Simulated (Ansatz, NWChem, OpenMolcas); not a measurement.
Strength of the N–N bond: C2H8N2 → C2H6N + NH2

Gas-phase species: C2H8N2 (1,1-dimethylhydrazine) `CN(C)N`, singlet; C2H6N `C[N]C`, doublet; NH2 `[NH2]`, doublet. 

Shapes, held fixed at every level: PBE0-D4/def2-TZVP. Flexible molecules stand in one conformer, not always the lowest. Programs: Ansatz 0.2.0, NWChem 7.3.0, OpenMolcas 26.06. A level may come from different programs for different species; with the same settings they agree closely. Electronic energies: no zero-point or thermal term.

```csv
level,kind,ΔE (kJ/mol)
HF/STO-3G,Hartree–Fock,+168.5
HF/3-21G,Hartree–Fock,+146.0
HF/def2-SVP,Hartree–Fock,+138.7
B3LYP/6-31G* (spherical functions),global hybrid,+265.1
PBE0/def2-SVP,global hybrid,+293.7
```

PBE0/def2-SVP gives ΔE = +293.7 kJ/mol; the levels span +138.7 to +293.7. The median of the levels is +168.5. Hartree–Fock misses the correlation of the pair that is broken and comes out low. No measured value is set beside it here. Open shells run unrestricted. PBE0/def2-SVP lies outside the range of the other correlated levels here, so it shouldn't be taken on trust. Rows in sets without polarisation functions are far from converged.

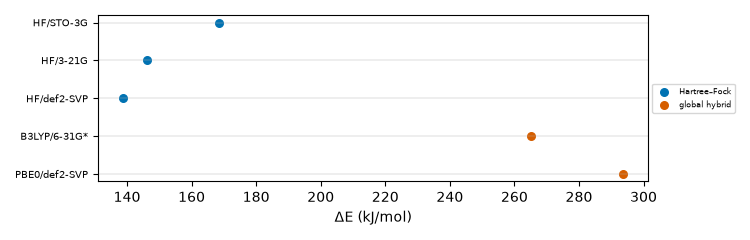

The values of the table, level by level.
